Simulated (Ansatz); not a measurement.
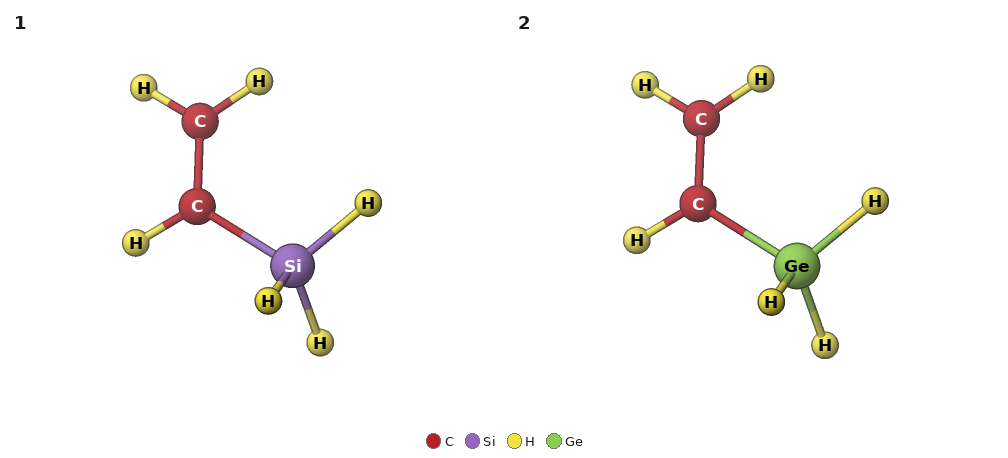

2 molecules with one skeleton, seen from the same side and at one scale. Each species is neutral and a spin singlet. Computed geometries: PBE0-D4/def2-TZVP optimisations, one conformation each. Properties computed with Ansatz 0.2.0.

One atom differs, called X below: Si in panel 1, Ge in panel 2. Their formulas are C2H6Si (`C=C[SiH3]`), C2H6Ge (`C=[CH][GeH3]`).

In which is the dipole moment larger (PBE-D4/def2-TZVPP)?

In panel 1 (X = Si).

In which is the mean length of X–H larger (PBE0-D4/def2-TZVP)?

In panel 2 (X = Ge).

Give the values. With PBE0-D4/def2-TZVP: length of X–C (Å), mean length of X–H (Å), mean angle H–X–H (°), harmonic zero-point energy (kJ/mol). With PBE-D4/def2-TZVPP: dipole moment (D), HOMO energy (Kohn–Sham orbital) (eV), HOMO–LUMO gap (eV).

```csv
quantity,1 (Si),2 (Ge),2 − 1
length of X–C (Å),1.859,1.938,+0.079
mean length of X–H (Å),1.488,1.539,+0.051
mean angle H–X–H (°),108.7,109.0,+0.3
dipole moment (D),0.75,0.60,−0.15
HOMO energy (Kohn–Sham orbital) (eV),−6.90,−6.82,+0.08
HOMO–LUMO gap (eV),5.39,5.49,+0.10
harmonic zero-point energy (kJ/mol),175.4,171.2,−4.2
```
